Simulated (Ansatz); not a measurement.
Bond-angle distributions (per cent of the angles at each element, bins of 10°) of a relaxed model of amorphous Si$_{12}$Sb$_{12}$S$_{36}$ at 3.14 g/cm³. Calculation: PBE-D3(BJ), scalar-relativistic without spin-orbit coupling (plane waves to 420 eV, PAW; Ansatz, a first-principles code).

The cell was made by melting and quenching with the CHGNet potential and then relaxed with DFT. The hot cell started wider than the set density and was brought back towards it in steps. It is the lowest in DFT energy of 3 quenches. It is a model cell: composition and starting density were chosen by hand, and all elements were melted together. The geometry includes D3(BJ) dispersion. Its density started from a set value of 2.93 and ended at 3.14 g/cm³. Cooling (nominally 120 K/ps over its main leg) ran many orders faster than in experiment, which tends to leave more defects and strain. A cell of this size samples the disorder only roughly. Volume and shape were free in the relaxation.

Bonds are counted up to Si-Si 2.66 Å, Si-Sb 3.00 Å, Si-S 2.42 Å, Sb-Sb 3.24 Å, Sb-S 2.78 Å, S-S 2.39 Å.

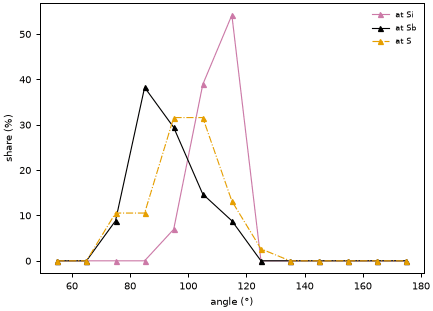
Bond-angle distributions

They go with these counts of neighbours within the cut-offs, cation contacts included: Si mean 4.0, most often 4; Sb mean 2.9, most often 3; S mean 2.0, most often 2.
